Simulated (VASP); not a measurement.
Band structure of PbSe (rock salt). Method: PBE GGA, VASP's PBE PAW potentials (set 64) (plane waves; VASP 6.6.1).

Unless said otherwise, spin-orbit coupling is left out, though it shifts the bands of the heavy elements here.

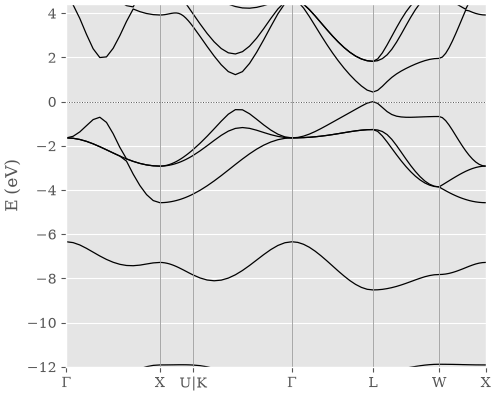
Figure: Bands along high-symmetry lines, zero at the valence-band maximum or, without a gap, the Fermi level

Q: Read the plot: is there a gap, and where are the band edges?

A: The gap is direct, 0.43 eV, from the valence maximum at L to the conduction minimum at L. (Edges off the drawn lines would not show.)

The compound is PbSe in the rock salt structure. It was relaxed first.
